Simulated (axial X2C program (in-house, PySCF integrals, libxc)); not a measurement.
**TeMn⁺: from the state search to constants**

Aim: find the lowest determinant of TeMn⁺, scan the bond at several levels and fit the constants, once spin-free and once with spin–orbit coupling.

Program: an in-house X2C program for linear molecules on PySCF integrals. Level of theory: all-electron X2C, Te dyall-cv3z, Mn dyall-cv3z. These are calculated values, not measurements.

## 1. Set-up

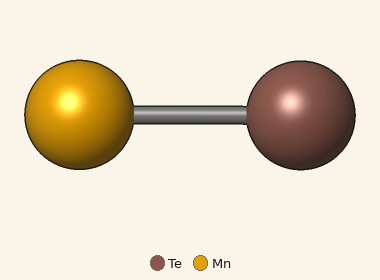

The two atoms at 2.330 Å (tellurium brown, manganese amber).

task.json

```json
{"zs": [52, 25], "q": 1, "bas": ["dyall-cv3z", "dyall-cv3z"], "levels": ["PBE0", "HF", "PBEsol"], "cc": true, "r0": 2.33, "thr": -1.0, "nmax": 90, "npts": 10, "nst": 2, "ntry": 6}
```

Keys: zs atomic numbers; q charge; bas basis sets; levels methods (HF also brings MP2); cc coupled cluster on or off; r0 starting distance in Å; thr threshold in hartree for freezing inner shells (an s shell follows its p shell); nmax most natural virtual spinors; npts points asked for on the curve; nst determinants followed; ntry starts of the search.

The run is started by

```bash
$ python so2c.py task.json out
```

Spin-free means the one-electron spin-free X2C Hamiltonian; two-component (2c) means X2C with spin–orbit coupling and atomic mean-field two-electron Coulomb and Gaunt terms. Basis: Te dyall-cv3z contracted to [11s12p8d4f1g], Mn dyall-cv3z contracted to [9s10p6d3f2g]; Gaussian nuclei, density fitting. Masses: Te 129.906 u, Mn 54.938 u.

Notation: σ, π±, δ± give the projection m of an orbital's angular momentum (0, ±1, ±2), α and β its spin, Λ and M_S the sums; ω is the projection of a spinor's total angular momentum and Ω the sum. Logs are in hartree.

The results follow Hamiltonian by Hamiltonian and level by level.

## 2. Which state to follow

PBE0 moves the distance from 2.330 Å to 2.517 Å and compares determinants there.

Spin-free determinants:

```
ΔE (eV)           state                                                open shells
   0.00  M_S = 2, Λ = 1                    beyond closed shells: σα, π+α, δ+α, δ-α
   0.20  M_S = 3, Λ = 1  beyond closed shells: σα, 2 × π+α, π+β, 2 × π-α, δ+α, δ-α
   1.23  M_S = 2, Λ = 0                     beyond closed shells: 2 × σα, δ+α, δ-α
   1.33  M_S = 1, Λ = 0                             beyond closed shells: δ+α, δ-α
   1.48  M_S = 1, Λ = 1                    beyond closed shells: σα, π+β, δ+α, δ-α
   1.83  M_S = 2, Λ = 0                   beyond closed shells: π+α, π-α, δ+α, δ-α
   1.87  M_S = 1, Λ = 2                    beyond closed shells: σα, δ+α, δ+β, δ-α
```

Two-component determinants:

```tsv
ΔE (eV)	state	open shells
0.00	Ω = 1	excess of +ω over −ω: ω = -3/2, ω = 5/2
0.23	Ω = 4	excess of +ω over −ω: ω = 3/2, ω = 5/2
0.44	Ω = 3	excess of +ω over −ω: ω = 1/2, ω = 5/2
0.64	Ω = 2	excess of +ω over −ω: ω = -1/2, ω = 5/2
1.45	Ω = 2	excess of +ω over −ω: 2 × ω = 1/2, ω = -3/2, ω = 5/2
2.20	Ω = 2	excess of +ω over −ω: ω = -1/2, ω = 5/2
5.23	Ω = 1	excess of +ω over −ω: ω = -3/2, ω = 5/2
```

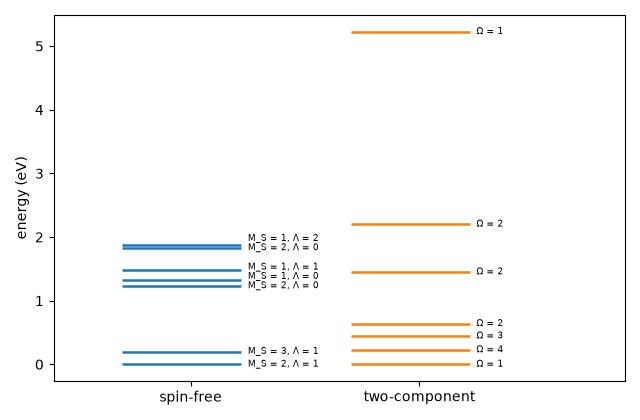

The determinants found, each set from its own lowest.

## 3. PBE0, spin-free

State followed: M_S = 2, Λ = 1 (beyond closed shells: σα, π+α, δ+α, δ-α). The scan is laid around 2.517 Å, a first estimate of the minimum, and this SCF restarts from the orbitals of the search.

Output at 2.517 Å:

```text
spin-free X2C-1e  PBE0
basis functions 232  fitting functions 1228  grid points 5804
iter        total energy     max residual
   1      -7951.607561115     7.45e-05
   2      -7951.607561198     4.36e-05
   3      -7951.607561228     2.32e-05
   4      -7951.607561233     1.13e-05
converged
one-electron -11447.23005204  Coulomb 3451.89190091  exact exchange -56.51542111  xc functional -173.06760608  nuclear repulsion 273.31361708
```

Along the bond, energies from the lowest point:

```tsv
R (Å)	E (eV)	μ (D)	HOMO (eV)	LUMO (eV)	iterations
2.366	0.0859	7.01	-11.52	-9.57	15
2.442	0.0109	7.28	-11.41	-9.46	13
2.517	0.0000	7.52	-11.31	-9.35	4
2.605	0.0461	7.77	-11.20	-9.24	14
2.693	0.1364	7.98	-11.10	-9.13	12
2.807	0.2919	8.20	-10.99	-9.03	12
```

Dipoles are positive if Mn is the positive end and refer to the centre of mass.

Outer orbitals at the reference distance:

```csv
symmetry,occupied,ε (eV),atomic character
σβ,yes,-22.35,"79% Te s, 9% Mn p, 6% Mn d"
σα,yes,-21.40,"76% Te s, 9% Mn d, 9% Mn p"
δ+α,yes,-17.16,100% Mn d
δ-α,yes,-17.16,100% Mn d
π+α,yes,-17.14,98% Mn d
π-α,yes,-17.07,99% Mn d
σα,yes,-16.98,"91% Mn d, 4% Te s, 3% Te p"
σβ,yes,-13.55,"70% Te p, 13% Mn s, 8% Mn d"
σα,yes,-13.16,"51% Te p, 42% Mn s, 4% Te s"
π+β,yes,-12.33,"82% Te p, 12% Mn d, 5% Mn p"
π-β,yes,-12.33,"82% Te p, 12% Mn d, 5% Mn p"
π+α,yes,-11.31,"86% Te p, 9% Mn p, 4% Mn d"
π-α,no,-9.35,"83% Te p, 13% Mn p, 4% Mn d"
σα,no,-8.76,"36% Mn p, 34% Mn s, 25% Te p"
σβ,no,-8.10,"49% Mn d, 43% Mn s, 3% Mn p"
π-β,no,-7.76,"88% Mn d, 9% Te p"
```

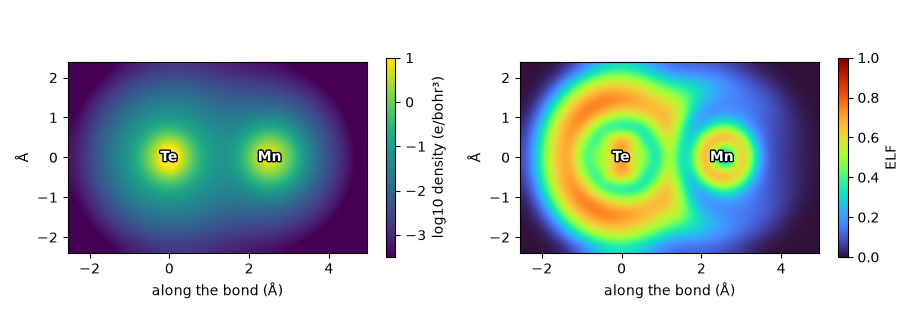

PBE0 fields in a plane through the axis, from a grid of 0.3 Å; Te lies at z = 0 and Mn at z = 2.517 Å; the ELF is damped to zero where the density is low.

Re = 2.494 Å, ωe = 253.1 cm⁻¹, ωexe = 0.836 cm⁻¹, Be = 0.0702 cm⁻¹, De = 1.87 eV, μ = 7.45 D. ⟨S²⟩ = 6.95 against 6.00 for a pure state, so this determinant mixes spins.

## 4. HF, spin-free

The SCF at the reference distance of 2.517 Å:

```text
spin-free X2C-1e  HF
basis functions 232  fitting functions 1228  grid points 5804
iter        total energy     max residual
   1      -7948.086218486     3.44e-01
   2      -7948.134798140     1.31e-02
   3      -7948.140054803     3.44e-02
   4      -7948.141010414     5.93e-03
   5      -7948.141196527     1.99e-03
   6      -7948.141291600     3.09e-03
   7      -7948.141325958     1.41e-03
   8      -7948.141342682     4.16e-04
   9      -7948.141347416     5.28e-04
  10      -7948.141349108     2.16e-04
  11      -7948.141349619     6.53e-05
  12      -7948.141349745     6.60e-05
  13      -7948.141349763     2.26e-05
  14      -7948.141349766     3.06e-06
  15      -7948.141349766     2.13e-06
converged
one-electron -11446.31380720  Coulomb 3451.10664709  exact exchange -226.24780674  xc functional 0.00000000  nuclear repulsion 273.31361708
```

No constants are quoted: the lowest point is the long end of the scan.

## 5. PBEsol, spin-free

The SCF at the reference distance of 2.517 Å:

```text
spin-free X2C-1e  PBEsol
basis functions 232  fitting functions 1228  grid points 5804
iter        total energy     max residual
   1      -7947.365043603     5.84e-01
   2      -7947.372828208     2.50e-02
   3      -7947.377796111     1.95e-01
   4      -7947.378396036     1.77e-02
   5      -7947.379390651     5.10e-02
   6      -7947.379474132     1.48e-02
   7      -7947.379486852     5.20e-03
   8      -7947.379490035     4.09e-03
   9      -7947.379490836     4.33e-05
  10      -7947.379490859     2.68e-04
  11      -7947.379490867     2.56e-05
  12      -7947.379490867     1.01e-05
converged
one-electron -11446.65510248  Coulomb 3451.20519617  exact exchange 0.00000000  xc functional -225.24320164  nuclear repulsion 273.31361708
```

Re = 2.404 Å, ωe = 274.1 cm⁻¹, Be = 0.07558 cm⁻¹, De = 2.73 eV, μ = 6.09 D. ⟨S²⟩ = 6.64 against 6.00 for a pure state, so this determinant mixes spins.

## 6. MP2 and beyond, spin-free

Correlated methods: 12 electrons correlated (frozen shells, counted by type: Te 4 s, 3 p, 2 d; Mn 3 s, 2 p), 312 virtual spinors in MP2, 90 natural virtuals in coupled cluster.

Output of the correlated part at 2.517 Å:

```text
correlated 12  virtual 312  natural virtual 90  E(MP2) -0.217416515  MP2 remainder -0.012236272
iter   CCSD correlation   residual
   1     -0.221808340   1.04e-01
   2     -0.227819363   4.66e-02
   3     -0.229428484   2.41e-02
   4     -0.230086844   1.43e-02
   5     -0.230387791   6.14e-03
   6     -0.230437555   2.88e-03
   7     -0.230459538   1.53e-03
   8     -0.230462924   7.97e-04
   9     -0.230459769   4.14e-04
  10     -0.230462331   1.99e-04
  11     -0.230462407   1.01e-04
  12     -0.230463303   5.26e-05
  13     -0.230463230   2.77e-05
  14     -0.230463475   1.51e-05
  15     -0.230463621   8.45e-06
  16     -0.230463778   4.75e-06
  17     -0.230463836   2.35e-06
  18     -0.230463849   1.24e-06
(T) -0.008376332  T1 0.0371  D1 0.0811  max T2 0.073
```

T1 in the output is the amplitude norm over the root of the electron number; divide by √2 for the Lee–Taylor value.

MP2: No constants are quoted: the reference is strongly spin-contaminated.

CCSD: Re = 2.567 Å, ωe = 238.7 cm⁻¹, Be = 0.06628 cm⁻¹, De = 1.42 eV. T1 at Re = 0.027 (Lee–Taylor, the printed value over √2).

CCSD(T): Re = 2.557 Å, ωe = 243.9 cm⁻¹, Be = 0.06677 cm⁻¹, De = 1.52 eV. T1 at Re = 0.027 (Lee–Taylor, the printed value over √2).

## 7. A higher determinant, spin-free

State: M_S = 3, Λ = 1 (beyond closed shells: σα, 2 × π+α, π+β, 2 × π-α, δ+α, δ-α).

Output at the reference distance:

```text
spin-free X2C-1e  PBE0
basis functions 232  fitting functions 1228  grid points 5804
iter        total energy     max residual
   1      -7951.600181745     4.19e-05
   2      -7951.600181756     2.28e-05
   3      -7951.600181758     2.04e-05
   4      -7951.600181761     1.15e-05
converged
one-electron -11447.46489307  Coulomb 3452.14667211  exact exchange -56.51894628  xc functional -173.07663160  nuclear repulsion 273.31361708
```

```tsv
R (Å)	E above the lowest PBE0 point (eV)
2.366	0.381
2.442	0.252
2.517	0.201
2.605	0.215
2.693	0.286
2.807	0.433
```

Re = 2.542 Å, ωe = 257.2 cm⁻¹, ωexe = 0.76 cm⁻¹, Be = 0.06757 cm⁻¹, μ = 7.77 D. Te = 0.20 eV.

## 8. The spin-free curves together

Energy (eV) of the followed determinant, spin-free, from each level's lowest point:

```tsv
R (Å)	PBE0	HF	MP2 (spin-contaminated)	CCSD	CCSD(T)	PBEsol
2.366	0.086	0.505	0.198	0.206	0.189	0.001
2.442	0.011	0.282	0.059	0.069	0.058	0.000
2.517	0.000	0.140	0.000	0.005	0.000	0.052
2.605	0.046	0.048	0.009	0.000	0.002	0.160
2.693	0.136	0.007	0.077	0.049	0.058	0.303
2.807	0.292	0.000	0.209	0.162	0.181	0.517
```

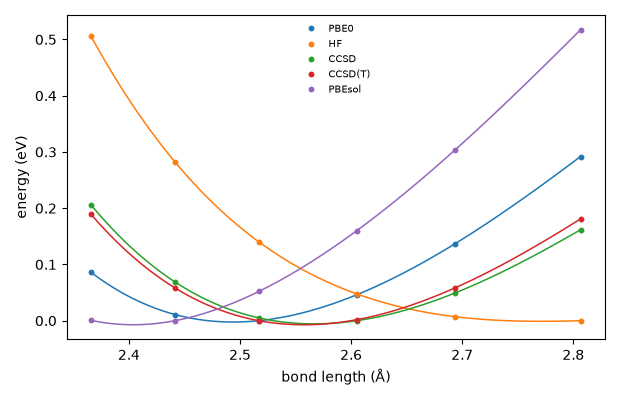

Curves of the followed state, spin-free, each from its own lowest point. Left out: MP2.

## 9. PBE0, 2c

State followed: Ω = 1 (excess of +ω over −ω: ω = -3/2, ω = 5/2). The scan is laid around 2.517 Å, a first estimate of the minimum, and this SCF restarts from the orbitals of the search.

The SCF at the reference distance of 2.517 Å:

```text
two-component X2C + atomic mean field  PBE0
basis functions 232  fitting functions 1228  grid points 5804
iter        total energy     max residual
   1      -7948.472888700     4.66e-05
   2      -7948.472888700     2.41e-05
   3      -7948.472888710     9.71e-06
converged
one-electron -11438.30589224  Coulomb 3450.33333488  exact exchange -56.48559950  xc functional -172.98202928  nuclear repulsion 273.31361708  atomic mean-field constant -4.34631965
```

Along the bond, energies from the lowest point:

```tsv
R (Å)	E (eV)	μ (D)	HOMO (eV)	LUMO (eV)	iterations
2.366	0.0973	6.92	-11.71	-9.33	15
2.442	0.0169	7.17	-11.62	-9.23	14
2.517	0.0000	7.39	-11.52	-9.13	3
2.605	0.0383	7.61	-11.42	-9.02	14
2.693	0.1198	7.80	-11.34	-8.92	12
2.807	0.2626	7.97	-11.24	-8.96	13
```

Dipoles are positive if Mn is the positive end and refer to the centre of mass.

Outer spinors at the reference distance:

```tsv
ω	occupied	ε (eV)	atomic character	λ mixture
-1/2	yes	-22.31	79% Te s, 9% Mn p, 6% Mn d	100% σ
1/2	yes	-21.39	76% Te s, 9% Mn d, 9% Mn p	100% σ
-3/2	yes	-17.15	100% Mn d	100% δ
-1/2	yes	-17.11	98% Mn d	100% π
5/2	yes	-17.06	100% Mn d	100% δ
3/2	yes	-16.99	99% Mn d	100% π
1/2	yes	-16.93	91% Mn d, 4% Te s, 3% Te p	100% σ
-1/2	yes	-13.58	71% Te p, 13% Mn s, 8% Mn d	97% σ, 3% π
1/2	yes	-13.25	58% Te p, 33% Mn s, 3% Te s	85% σ, 15% π
1/2	yes	-12.46	75% Te p, 10% Mn d, 9% Mn s	84% π, 16% σ
-3/2	yes	-12.06	80% Te p, 14% Mn d, 5% Mn p	100% π
-1/2	yes	-11.52	86% Te p, 8% Mn p, 5% Mn d	97% π, 3% σ
3/2	no	-9.13	82% Te p, 14% Mn p, 4% Mn d	100% π
1/2	no	-8.71	36% Mn p, 34% Mn s, 26% Te p	99% σ, 1% π
-1/2	no	-8.06	49% Mn d, 44% Mn s, 3% Mn p	100% σ
1/2	no	-7.72	89% Mn d, 8% Te p	100% π
```

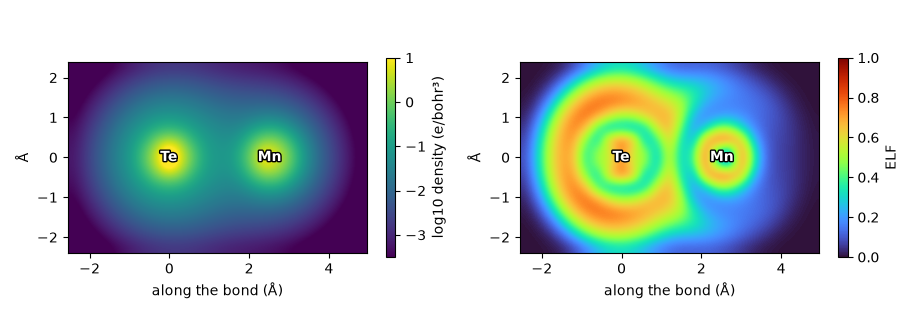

PBE0 fields in a plane through the axis, from a grid of 0.3 Å; Te lies at z = 0 and Mn at z = 2.517 Å; the ELF is damped to zero where the density is low.

Re = 2.503 Å, ωe = 246.9 cm⁻¹, ωexe = 0.896 cm⁻¹, Be = 0.06969 cm⁻¹, De = 1.86 eV, μ = 7.35 D.

## 10. HF, 2c

The SCF at the reference distance of 2.517 Å:

```text
two-component X2C + atomic mean field  HF
basis functions 232  fitting functions 1228  grid points 5804
iter        total energy     max residual
   1      -7944.947657932     3.98e-01
   2      -7944.996220759     1.32e-02
   3      -7945.001610611     4.06e-02
   4      -7945.002595152     7.19e-03
   5      -7945.002799001     2.26e-03
   6      -7945.002912598     4.13e-03
   7      -7945.002958294     2.03e-03
   8      -7945.002982876     4.84e-04
   9      -7945.002990005     7.30e-04
  10      -7945.002992499     3.28e-04
  11      -7945.002993292     7.03e-05
  12      -7945.002993541     1.11e-04
  13      -7945.002993602     5.02e-05
  14      -7945.002993621     1.61e-05
  15      -7945.002993628     2.10e-05
  16      -7945.002993631     1.05e-05
  17      -7945.002993631     1.93e-06
converged
one-electron -11437.32464361  Coulomb 3449.48210493  exact exchange -226.12775238  xc functional 0.00000000  nuclear repulsion 273.31361708  atomic mean-field constant -4.34631965
```

No constants are quoted: the lowest point is the long end of the scan.

## 11. PBEsol, 2c

Output at 2.517 Å:

```text
two-component X2C + atomic mean field  PBEsol
basis functions 232  fitting functions 1228  grid points 5804
iter        total energy     max residual
   1      -7944.234121478     5.84e-01
   2      -7944.241983740     2.55e-02
   3      -7944.246774679     1.92e-01
   4      -7944.247405566     1.81e-02
   5      -7944.248351089     5.07e-02
   6      -7944.248435851     1.40e-02
   7      -7944.248447705     4.98e-03
   8      -7944.248450858     3.93e-03
   9      -7944.248451658     7.81e-05
  10      -7944.248451706     3.24e-04
  11      -7944.248451724     1.10e-05
  12      -7944.248451727     5.63e-05
  13      -7944.248451728     3.04e-06
converged
one-electron -11437.75896533  Coulomb 3449.67632643  exact exchange 0.00000000  xc functional -225.13311026  nuclear repulsion 273.31361708  atomic mean-field constant -4.34631965
```

Re = 2.414 Å, ωe = 269.9 cm⁻¹, Be = 0.07493 cm⁻¹, De = 2.71 eV, μ = 6.04 D.

## 12. MP2 and beyond, 2c

Correlated methods: 12 electrons correlated (frozen shells, counted by type: Te 4 s, 3 p, 2 d; Mn 3 s, 2 p), 314 virtual spinors in MP2, 90 natural virtuals in coupled cluster.

Output of the correlated part at 2.517 Å:

```text
correlated 12  virtual 314  natural virtual 90  E(MP2) -0.216456114  MP2 remainder -0.012275195
iter   CCSD correlation   residual
   1     -0.220928989   1.03e-01
   2     -0.227002520   4.65e-02
   3     -0.228568912   2.42e-02
   4     -0.229253975   1.45e-02
   5     -0.229554890   6.11e-03
   6     -0.229601759   2.80e-03
   7     -0.229623328   1.43e-03
   8     -0.229625267   7.08e-04
   9     -0.229622599   3.53e-04
  10     -0.229624779   1.66e-04
  11     -0.229624839   8.09e-05
  12     -0.229625560   4.19e-05
  13     -0.229625488   2.22e-05
  14     -0.229625683   1.20e-05
  15     -0.229625803   6.42e-06
  16     -0.229625917   3.53e-06
  17     -0.229625962   1.72e-06
  18     -0.229625971   8.60e-07
(T) -0.008200836  T1 0.0383  D1 0.0832  max T2 0.060
```

MP2: No constants are quoted: the reference is strongly spin-contaminated.

CCSD: Re = 2.574 Å, ωe = 236.0 cm⁻¹, Be = 0.06591 cm⁻¹, De = 1.36 eV. T1 at Re = 0.029 (Lee–Taylor, the printed value over √2).

CCSD(T): Re = 2.563 Å, ωe = 242.9 cm⁻¹, Be = 0.06646 cm⁻¹, De = 1.45 eV. T1 at Re = 0.028 (Lee–Taylor, the printed value over √2).

## 13. A higher determinant, 2c

State: Ω = 4 (excess of +ω over −ω: ω = 3/2, ω = 5/2).

Output at the reference distance:

```text
two-component X2C + atomic mean field  PBE0
basis functions 232  fitting functions 1228  grid points 5804
iter        total energy     max residual
   1      -7948.464519525     2.09e-05
   2      -7948.464519526     4.87e-06
converged
one-electron -11438.37145049  Coulomb 3450.41858436  exact exchange -56.49015885  xc functional -172.98879198  nuclear repulsion 273.31361708  atomic mean-field constant -4.34631965
```

```tsv
R (Å)	E above the lowest PBE0 point (eV)
2.366	0.430
2.442	0.291
2.517	0.228
2.605	0.224
2.693	0.272
2.807	0.378
```

Re = 2.564 Å, ωe = 237.3 cm⁻¹, Be = 0.06639 cm⁻¹, μ = 7.65 D. Te = 0.22 eV.

## 14. The 2c curves together

Energy (eV) of the followed determinant, 2c, from each level's lowest point:

```tsv
R (Å)	PBE0	HF	MP2 (spin-contaminated)	CCSD	CCSD(T)	PBEsol
2.366	0.097	0.563	0.202	0.220	0.200	0.009
2.442	0.017	0.333	0.061	0.079	0.065	0.000
2.517	0.000	0.183	0.000	0.011	0.003	0.044
2.605	0.038	0.079	0.006	0.000	0.000	0.143
2.693	0.120	0.025	0.069	0.044	0.052	0.277
2.807	0.263	0.000	0.186	0.146	0.165	0.479
```

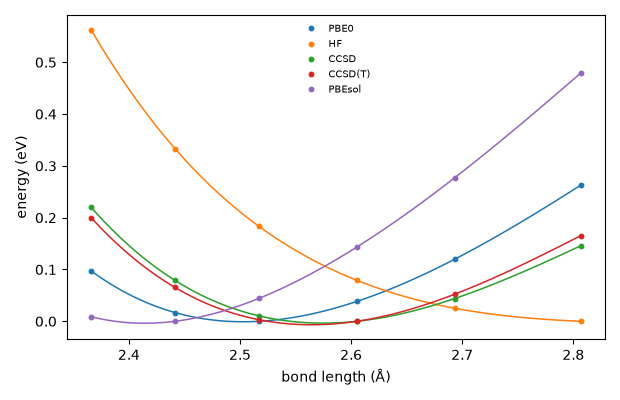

Curves of the followed state, 2c, each from its own lowest point. Left out: MP2.

Time for the job: 3.6 min (1 thread of Arm Neoverse V2, shared host); peak memory 0.84 GiB.

## 15. Results

Lowest determinant that the search found at its distance, spin-free: M_S = 2, Λ = 1 (beyond closed shells: σα, π+α, δ+α, δ-α).

Lowest determinant that the search found at its distance, 2c: Ω = 1 (excess of +ω over −ω: ω = -3/2, ω = 5/2).

| Hamiltonian | level | Re (Å) | ωe (cm⁻¹) | De (eV) | μ (D) |
| --- | --- | --- | --- | --- | --- |
| spin-free | PBE0 | 2.494 | 253.1 | 1.87 | 7.45 |
| spin-free | CCSD | 2.567 | 238.7 | 1.42 | n/a |
| spin-free | CCSD(T) | 2.557 | 243.9 | 1.52 | n/a |
| spin-free | PBEsol | 2.404 | 274.1 | 2.73 | 6.09 |
| 2c | PBE0 | 2.503 | 246.9 | 1.86 | 7.35 |
| 2c | CCSD | 2.574 | 236.0 | 1.36 | n/a |
| 2c | CCSD(T) | 2.563 | 242.9 | 1.45 | n/a |
| 2c | PBEsol | 2.414 | 269.9 | 2.71 | 6.04 |

Dipoles are positive if Mn is the positive end and refer to the centre of mass. No constants: spin-free HF (the lowest point is the long end of the scan); spin-free MP2 (the reference is strongly spin-contaminated); 2c HF (the lowest point is the long end of the scan); 2c MP2 (the reference is strongly spin-contaminated). Spin-free ⟨S²⟩ is off its pure value at PBE0 6.95, PBEsol 6.64.

Time per point (s) on 1 thread of Arm Neoverse V2, shared host (2c runs; CCSD comes with the CCSD(T) run); the times are rough: PBE0 1.4, CCSD(T) 6.7, PBEsol 0.62.

What this shows: At CCSD(T), going from spin-free to two-component changes Re by +6 mÅ, ωe by -0.4 %, which is small (part of it comes from the scalar share of the two-electron terms). De moves by -0.07 eV; both De rest on single-determinant atoms, which can miss part of an open shell's spin–orbit lowering.

De refers to Te + Mn+, each in the lowest determinant found, which need not be this curve's own limit. The state is a single determinant with fixed occupations, the lowest that a limited PBE0 search found. De is counted from the lowest determinant-based energies of the atoms at the same level, without counterpoise correction. Density functionals use the spin component along the axis (collinear). CCSD and (T) use frozen natural virtuals with an MP2 correction for the truncation. With several unpaired electrons one determinant need not be a pure state. The spin-free determinant is spin-contaminated at some levels. With the outer-core shells frozen, correlated bond lengths of heavy atoms tend to come out a few hundredths of an ångström too long. T1 at Re is 0.029 (Lee–Taylor), above the customary mark of 0.02.
